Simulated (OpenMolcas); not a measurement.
## Single-point calculation, with input and output: SiH4O (charge +1)

System: SiH4O (Si(OH)H3), charge +1, multiplicity 2.
Method: B3LYP/STO-3G, UKS (OpenMolcas 26.06).

The geometry is that of the parent species in another charge or spin state. The geometry comes from this level: GFN2-xTB.

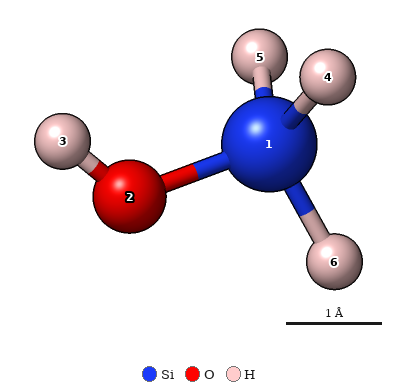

Fig. 1: The structure as given in the input (ball-and-stick view, seen at a tilt; atoms are numbered from 1 in the order of the input). Bond lengths as drawn: H–O 0.95 Å, H–Si 1.45 to 1.46 Å and O–Si 1.63 Å.

Input:
```
* H4OSi Kohn-Sham DFT
&GATEWAY
BasLib=$CurrDir
Coord
6
angstrom
Si      -0.059940      -0.114970      -0.407910
O       -0.059540      -0.091910       1.217130
H        0.327320       0.620940       1.717260
H        1.313150      -0.112770      -0.916850
H       -0.760380       1.058380      -0.933190
H       -0.760600      -1.359670      -0.676430
Basis=STO-3G
Group=NoSym
&SEWARD
GridInput
Grid=UltraFine
End of Grid
&SCF
UHF
Charge=1
Spin=2
KSDFT=B3LYP
Thresholds=1e-10 1e-07 1e-07 1e-05
PrOrbitals=1 1
```

Run on 1 thread of Arm Neoverse V1, 24 GiB of memory available, shared host.

Run as:
```bash
export MOLCAS_MEM=1860
pymolcas test.inp > test.log
```

What the program printed:
```
--- Start Module: gateway ---

                                              &GATEWAY

                       available to each process: 1.9 GB of memory, 1 thread

 Basis Set     1 Label: SI.STO-3G
 Basis set is read from library:.
 basistype.tbl is not found

 Basis Set     2 Label: O.STO-3G
 Basis set is read from library:.
 basistype.tbl is not found

 Basis Set     3 Label: H.STO-3G
 Basis set is read from library:.
 basistype.tbl is not found

++    Symmetry information:
      ---------------------

                    Character Table for C1

                             E
                    a        1  x, y, xy, Rz, z, xz, Ry, yz, Rx, I
--

++    Basis set information:
      ----------------------

      Basis set label: SI.STO-3G.........

      Electronic valence basis set:
      ------------------
      Associated Effective Charge  14.000000 au
      Associated Actual Charge     14.000000 au
      Nuclear Model: Point charge

      Shell  nPrim  nBasis  Cartesian Spherical Contaminant
         s       9       3        X
         p       6       2        X

      Basis set label: O.STO-3G.........

      Electronic valence basis set:
      ------------------
      Associated Effective Charge   8.000000 au
      Associated Actual Charge      8.000000 au
      Nuclear Model: Point charge

      Shell  nPrim  nBasis  Cartesian Spherical Contaminant
         s       6       2        X
         p       3       1        X

      Basis set label: H.STO-3G.........

      Electronic valence basis set:
      ------------------
      Associated Effective Charge   1.000000 au
      Associated Actual Charge      1.000000 au
      Nuclear Model: Point charge

      Shell  nPrim  nBasis  Cartesian Spherical Contaminant
         s       3       1        X
--

++    Molecular structure info:
      -------------------------

                    ************************************************
                    **** Cartesian Coordinates / bohr, angstrom ****
                    ************************************************

     Center  Label                x              y              z                     x              y              z
        1      SI1             -0.113270      -0.217262      -0.770838             -0.059940      -0.114970      -0.407910
        2      O2              -0.112514      -0.173685       2.300042             -0.059540      -0.091910       1.217130
        3      H3               0.618545       1.173407       3.245151              0.327320       0.620940       1.717260
        4      H4               2.481494      -0.213104      -1.732595              1.313150      -0.112770      -0.916850
        5      H5              -1.436910       2.000048      -1.763474             -0.760380       1.058380      -0.933190
        6      H6              -1.437326      -2.569404      -1.278267             -0.760600      -1.359670      -0.676430

                    ***************************************
                    *    InterNuclear Distances / bohr    *
                    ***************************************

               1 SI1           2 O2            3 H3            4 H4            5 H5            6 H6
    1 SI1      0.000000
    2 O2       3.071190        0.000000
    3 H3       4.312503        1.800648        0.000000
    4 H4       2.767272        4.795060        5.492809        0.000000
    5 H5       2.766552        4.794924        5.476728        4.500321        0.000000
    6 H6       2.746485        4.505430        6.220655        4.595183        4.595141        0.000000

                    *******************************************
                    *    InterNuclear Distances / angstrom    *
                    *******************************************

               1 SI1           2 O2            3 H3            4 H4            5 H5            6 H6
    1 SI1      0.000000
    2 O2       1.625204        0.000000
    3 H3       2.282078        0.952862        0.000000
    4 H4       1.464377        2.537436        2.906669        0.000000
    5 H5       1.463996        2.537365        2.898160        2.381467        0.000000
    6 H6       1.453377        2.384171        3.291829        2.431666        2.431644        0.000000

                    **************************************
                    *    Valence Bond Angles / degree    *
                    **************************************
                          Atom centers                 Phi
                      4 H4       1 SI1      5 H5       108.83
                      4 H4       1 SI1      6 H6       112.90
                      5 H5       1 SI1      6 H6       112.92
--

            Nuclear Potential Energy             65.66947774 au

--- Stop Module: gateway /rc=_RC_ALL_IS_WELL_ ---

--- Start Module: seward ---

                                              &SEWARD

                       available to each process: 1.9 GB of memory, 1 thread

               SEWARD will generate:
                  Multipole Moment integrals up to order  2
                  Kinetic Energy integrals
                  Nuclear Attraction integrals (point charge)
                  One-Electron Hamiltonian integrals
                  Velocity integrals
                  Orbital angular momentum around ( -0.0988  -0.1763   0.2850 )
                  Velocity quadrupole around ( -0.0988  -0.1763   0.2850 )
                  Two-Electron Repulsion integrals

                   Integrals are discarded if absolute value <: 1.00E-14
                   Integral cutoff threshold is set to       <: 1.00E-16

            Nuclear Potential Energy             65.66947774 au

      Basis set specifications :
      Symmetry species         a
      Basis functions           18

--- Stop Module: seward /rc=_RC_ALL_IS_WELL_ ---

--- Start Module: scf ---

                                                &SCF

                       available to each process: 1.9 GB of memory, 1 thread

++    Input section:
      --------------

      Header of the integral files:

      Cartesian coordinates in angstrom:
      -----------------------------------------------------
      No.  Label        X            Y            Z
      -----------------------------------------------------
       1   SI1       -0.05994000  -0.11497000  -0.40791000
       2   O2        -0.05954000  -0.09191000   1.21713000
       3   H3         0.32732000   0.62094000   1.71726000
       4   H4         1.31315000  -0.11277000  -0.91685000
       5   H5        -0.76038000   1.05838000  -0.93319000
       6   H6        -0.76060000  -1.35967000  -0.67643000
      -----------------------------------------------------
      Nuclear repulsion energy =   65.66947774
--

++    Orbital specifications:
      -----------------------

      Symmetry species               1
                                     a
      Frozen orbitals                0
      Start temperature = 0.500
      End temperature   = 0.010
      Temperature Factor= 0.460
      Deleted orbitals               0
      Total number of orbitals      18
      Number of basis functions     18
--

      Molecular charge                           1.000

      Numerical integration parameters
      --------------------------------
      Radial quadrature type:                         MHL
      Size of radial grid:                            99
      Lebedev angular grid:                           41
      Angular grid pruned with the crowding factor:  1.00E+10
                                 and fading factor:  1.00E+01
      Screening threshold for integral computation:   1.00E-11
      Radial quadrature accuracy:                     1.00E-25
      Maximum batch size:                             128
      AO values are stored on disk
      The same grid will be used for all iterations.

      DFT functional specifications
      -----------------------------
      Using Libxc version: 6.2.2
      Please cite the following reference:
      S. Lehtola, C. Steigemann, M. J.T. Oliveira, and M. A.L. Marques.,  SoftwareX 7, 1–5 (2018) doi:10.1016/j.softx.2017.11.002

      * B3LYP

++    Optimization specifications:
      ----------------------------

      SCF Algorithm: Conventional USCF
      D(i)-D(i-1) density differences are used
      Number of density matrices in core                 5
      Maximum number of NDDO SCF iterations            400
      Maximum number of HF SCF iterations              400
      Threshold for SCF energy change             1.00E-10
      Threshold for density matrix                1.00E-07
      Threshold for Fock matrix                   1.00E-07
      Threshold for linear dependence             1.00E-09
      Threshold at which DIIS is turned on        1.50E-01
      Maximum depth in the DIIS procedure                5
      Maximum depth in the BFGS Hessian update          30
      Threshold at which QNR/C2DIIS is turned on  7.50E-02
      Threshold for Norm(delta) (QNR/C2DIIS)      1.00E-05
      All orbitals punched on: UHFORB
--

      Input vectors read from INPORB
      Orbital file label: *Guess orbitals

++ Convergence information
                               UHF B3LYP      iterations: Energy and convergence statistics

Iter     Tot. B3LYP      One-elec.       Two-elec.     Energy      Max Dij or  Max Fij      DNorm      TNorm      AccCon     Time
         Energy          Energy          Energy        Change      Delta Norm                                                in Sec.
   1  -359.404572271  -646.320708551   221.246658539   0.00E+00    1.28E-01*   3.24E-01*    8.07E+00   7.72E+01   None         1.
   2  -360.824032048  -652.450973661   225.957463872  -1.42E+00*   5.72E-01*   2.66E-01*    3.62E+00   7.76E+01   EDIIS        0.
   3  -358.499633619  -640.772462416   216.603351056   2.32E+00*   1.11E-01*   2.68E-01*    4.72E+00   7.66E+01   EDIIS        0.
   4  -362.320968824  -649.073788177   221.083341612  -3.82E+00*   2.98E-01*   6.75E-02*    3.27E+00   7.71E+01   EDIIS        0.
   5  -362.325083019  -651.062755023   223.068194263  -4.11E-03*   2.82E-01*   6.45E-02*    7.73E-01   7.73E+01   EDIIS        0.
   6  -362.364967349  -648.740460285   220.706015196  -3.99E-02*   2.84E-01*   7.29E-02*    9.83E-01   7.70E+01   EDIIS        0.
   7  -362.386834060  -650.237503623   222.181191822  -2.19E-02*   2.65E-01*   3.42E-02*    6.20E-01   7.72E+01   EDIIS        0.
   8  -362.392985887  -649.263146672   221.200683044  -6.15E-03*   3.92E-02*   3.04E-02*    3.42E-01   7.71E+01   EDIIS        0.

       Fermi aufbau procedure completed!
      nOcc(alpha)=   13
      nOcc(beta) =   12

   9  -362.397004213  -649.769666302   221.703184348  -4.02E-03*   2.16E-02*   4.48E-03*    1.07E-01   7.71E+01   c2DIIS       0.
  10  -362.397345112  -649.629557777   221.562734925  -3.41E-04*   1.62E-02*   1.28E-03*    2.67E-02   7.71E+01   QNRc2DIIS    0.
  11  -362.397332639  -649.681603120   221.614792740   1.25E-05*   1.21E-02*   2.44E-03*    2.36E-02   7.71E+01   QNRc2DIIS    0.
  12  -362.397356076  -649.650911048   221.584077231  -2.34E-05*   1.74E-03*   9.64E-05*    1.48E-02   7.71E+01   QNRc2DIIS    0.
  13  -362.397356257  -649.648606208   221.581772211  -1.80E-07*   3.23E-04*   4.49E-05*    2.43E-03   7.71E+01   QNRc2DIIS    0.
  14  -362.397356271  -649.649545884   221.582711871  -1.46E-08*   8.47E-05*   1.32E-05*    5.04E-04   7.71E+01   QNRc2DIIS    0.
  15  -362.397356272  -649.649466098   221.582632085  -8.43E-10*   1.32E-05*   1.42E-06*    1.48E-04   7.71E+01   QNRc2DIIS    0.
  16  -362.397356272  -649.649476291   221.582642278  -1.63E-11    3.86E-06    4.32E-07*    2.24E-05   7.71E+01   QNRc2DIIS    0.
  17  -362.397356272  -649.649474661   221.582640648  -2.16E-12    6.63E-07    1.02E-07*    6.35E-06   7.71E+01   QNRc2DIIS    0.
  18  -362.397356272  -649.649474674   221.582640661  -1.14E-13    6.87E-06    9.44E-08     8.85E-07   7.71E+01   QNRc2DIIS    0.

       Convergence after  18 Iterations
--

 *****************************************************************************************************************************
 *                                             SCF/KS-DFT Program, Final results                                             *
 *                                                       Final Results                                                       *
 *****************************************************************************************************************************

::    Total KS-DFT energy                            -362.3973562723
      One-electron energy                            -649.6494746743
      Two-electron energy                             221.5826406613
      Nuclear repulsion energy                         65.6694777407
      Kinetic energy (interpolated)                   355.6032387533
      Virial theorem                                    1.0191058933
      Total spin, S(S+1)                                0.7547881214
      Total spin, S                                     0.5023912018
      Max non-diagonal density matrix element           0.0000055494
      Max non-diagonal Fock matrix element              0.0000002537

      All orbitals with orbital energies smaller than  E(LUMO)+0.5 are printed

++    Molecular orbitals:
      -------------------

      Title: UKS-DFT orbitals (alpha)

      Molecular orbitals for symmetry species 1: a

          Orbital            1         2         3         4         5         6         7         8         9        10
          Energy          -65.7118  -19.3683   -5.4323   -3.7359   -3.7315   -3.7299   -1.3806   -0.8768   -0.7369   -0.7016
          Occ. No.          1.0000    1.0000    1.0000    1.0000    1.0000    1.0000    1.0000    1.0000    1.0000    1.0000

          Orbital           11        12        13        14        15        16        17        18
          Energy           -0.6415   -0.5792   -0.5566   -0.0762    0.0240    0.0481    0.0611    0.1348
          Occ. No.          1.0000    1.0000    1.0000    0.0000    0.0000    0.0000    0.0000    0.0000

--

      All orbitals with orbital energies smaller than  E(LUMO)+0.5 are printed

++    Molecular orbitals:
      -------------------

      Title: UKS-DFT orbitals (beta)

      Molecular orbitals for symmetry species 1: a

          Orbital            1         2         3         4         5         6         7         8         9        10
          Energy          -65.7123  -19.3547   -5.4330   -3.7367   -3.7321   -3.7306   -1.3249   -0.8632   -0.7179   -0.6234
          Occ. No.          1.0000    1.0000    1.0000    1.0000    1.0000    1.0000    1.0000    1.0000    1.0000    1.0000

          Orbital           11        12        13        14        15        16
          Energy           -0.5979   -0.5452   -0.4359   -0.0641    0.0426    0.0526
          Occ. No.          1.0000    1.0000    0.0000    0.0000    0.0000    0.0000

--

++    Molecular charges:
      ------------------

      Mulliken charges per centre and basis function type
      ---------------------------------------------------

                            SI1                     O2                      H3                      H4                      H5                      H6
                     alpha        beta       alpha        beta       alpha        beta       alpha        beta       alpha        beta       alpha        beta
      1s           2.5908      2.6171      1.9408      1.9219      0.3044      0.3308      0.5667      0.4138      0.5652      0.4172      0.5132      0.5159
      2px          1.3902      1.4089      0.9390      0.3484      0.0000      0.0000      0.0000      0.0000      0.0000      0.0000      0.0000      0.0000
      2pz          1.1804      1.2023      0.7606      0.7433      0.0000      0.0000      0.0000      0.0000      0.0000      0.0000      0.0000      0.0000
      2py          1.4114      1.4282      0.8374      0.6520      0.0000      0.0000      0.0000      0.0000      0.0000      0.0000      0.0000      0.0000
      Total        6.5728      6.6565      4.4778      3.6657      0.3044      0.3308      0.5667      0.4138      0.5652      0.4172      0.5132      0.5159
      Total             13.2294                  8.1435                  0.6352                  0.9805                  0.9824                  1.0291

      Charge            0.7706                 -0.1435                  0.3648                  0.0195                  0.0176                 -0.0291

      Total electronic charge=   25.000000

      Total            charge=    1.000000
--

++    Molecular orbitals:
      -------------------

      Title: Natural orbitals

      Molecular orbitals for symmetry species 1: a

          Orbital            1         2         3         4         5         6         7         8         9        10
          Energy          -65.7121  -19.3585   -5.4326   -3.7363   -3.7318   -3.7299   -0.6976   -0.6735   -0.8116   -1.2934
          Occ. No.          2.0000    2.0000    2.0000    2.0000    2.0000    2.0000    2.0000    2.0000    1.9998    1.9997

          Orbital           11        12        13        14        15        16        17        18
          Energy           -0.6603   -0.6262   -0.5305    0.0707    0.0349   -0.0453    0.0724    0.0889
          Occ. No.          1.9994    1.9987    1.0000    0.0013    0.0006    0.0003    0.0002    0.0000

--

++    Molecular properties:
      ---------------------

      Charge (e):
                      =    1.0000
      Dipole Moment (debye):
      Origin of the operator (angstrom)=   -0.0523   -0.0933    0.1508
                   X=  1.0729E+00               Y=  1.9294E+00               Z=  7.4790E-01           Total=  2.3309E+00
      Center of Charge (angstrom)
                     X=    0.17110245               Y=    0.30839623               Z=    0.30653687
      Quadrupole Moment (debye*angstrom):
      Origin of the operator (angstrom)=   -0.0523   -0.0933    0.1508
                  XX= -1.5405E+01              XY=  7.8594E-02              XZ=  1.1880E+00              YY= -1.5269E+01
                  YZ=  2.2633E+00              ZZ= -1.1401E+01
      In traceless form (debye*angstrom)
                  XX= -2.0700E+00              XY=  1.1789E-01              XZ=  1.7821E+00              YY= -1.8663E+00
                  YZ=  3.3949E+00              ZZ=  3.9363E+00
--

--- Stop Module: scf /rc=_RC_ALL_IS_WELL_ ---
--- Module scf spent 9 seconds ---

.##################.
.# Happy landing! #.
.##################.

    Timing: Wall=10.22 User=8.25 System=1.96
```

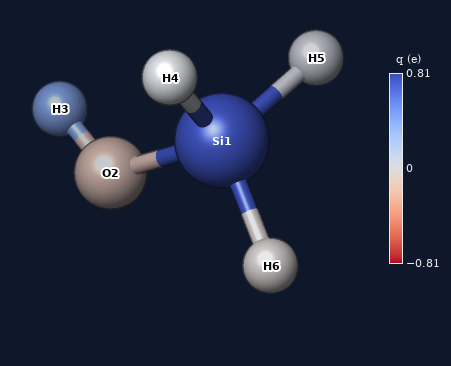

Fig. 2: Mulliken charges, as the colour of each atom (ball-and-stick view, seen at a tilt; atoms are numbered from 1 in the order of the input). By element: Si +0.77, O −0.14 and H −0.03 to +0.36 e.

Key numbers:

| quantity | value |
| --- | --- |
| outcome | converged |
| total energy | −362.397356 hartree |
| basis functions | 18 |
| ⟨S²⟩ | 0.755 |
| wall time | 11 s |
| peak memory | 0.37 GiB |
